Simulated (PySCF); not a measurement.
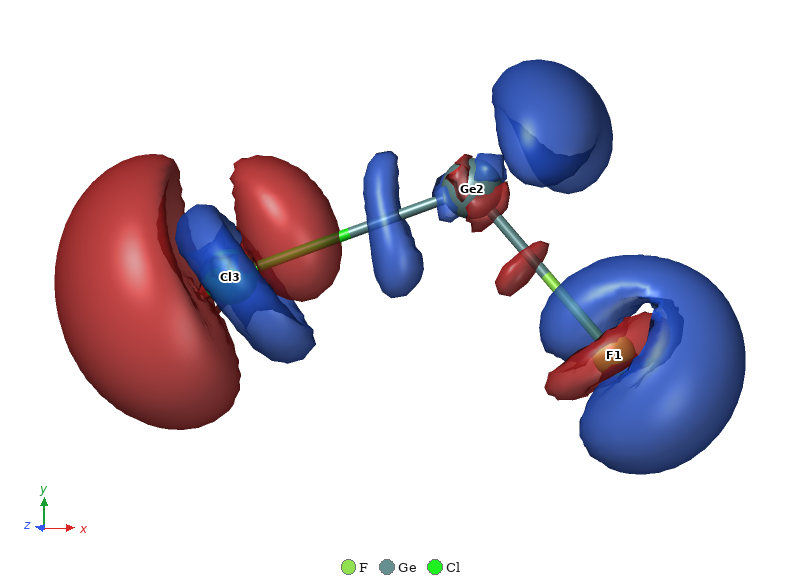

ClFGe, triplet, SMILES `[F][Ge][Cl]`. Change of the electron density in a uniform field of 0.21 V/Å, surfaces at ±0.002 e/Å³ (red: gain, blue: loss).

Method: ωB97X/def2-SVPD; geometry: GFN2-xTB; program: PySCF. No frequency check shows the geometry to be a minimum. The stability of the open-shell solution wasn't checked. GFN2-xTB bond lengths at metals and heavier atoms can be off by up to 0.1 Å and shapes distorted, which carries into these values. This spin state may not be the molecule's ground state. GFN2-xTB doesn't know the spin state, so this open-shell geometry is rough.

**Along which Cartesian direction does the field point?**

Along +x: electrons gather on the −x side, against the field.

**How large is the response?**

The induced dipole is 0.69 D (along the field); α along this axis, from the fields in both directions, is 68 bohr³ (10.0 Å³).

**Which atoms gain and lose the most charge?**

Electrons gather most on Cl3 (Hirshfeld charge changes by −0.032 e) and leave F1 most (+0.016 e); 0.047 electrons are displaced in all.
